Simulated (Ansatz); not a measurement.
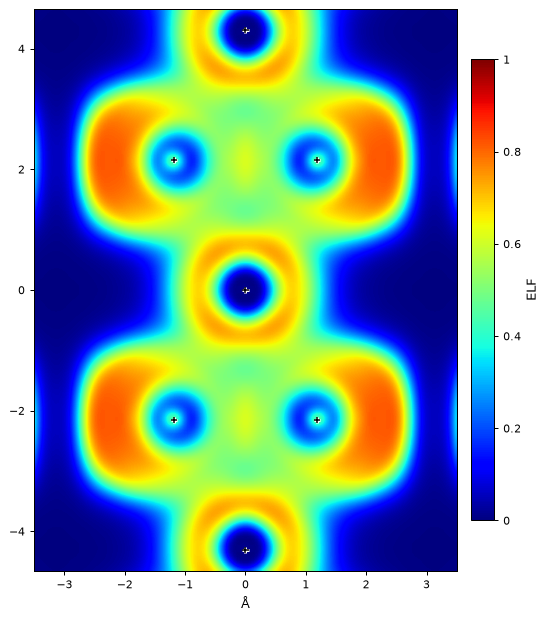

The ELF on a plane through atoms (crosses mark nuclei in the plane).

The calculation used DFT PBE, scalar-relativistic, plane waves, PAW in Ansatz.

Candidates:
A. BAs₂, a = 3.05 Å, b = 3.05 Å, c = 6.32 Å, α = 90.00°, β = 90.00°, γ = 90.00°. Space group P4/mmm; a structure generated by program, which may or may not match a known phase; computed without spin polarisation.
B. Hf₂Bi₂O, a = 3.78 Å, b = 3.78 Å, c = 7.69 Å, α = 90.00°, β = 90.00°, γ = 90.00°. Space group P4/mmm; a structure generated by program, which may or may not match a known phase.
C. ScAl₂P₃, a = 5.45 Å, b = 5.45 Å, c = 11.90 Å, α = 90.00°, β = 90.00°, γ = 120.00°. Space group R-3m; a structure generated by program, which may or may not match a known phase.

Question: Which system is this?

Answer: Candidate A: BAs₂ on the (110) plane of the conventional cell, which holds B and As. As–As (2.38 Å): the ELF peaks at about 0.60 between the atoms. B–As (2.46 Å): the ELF peaks at about 0.75 between the atoms.
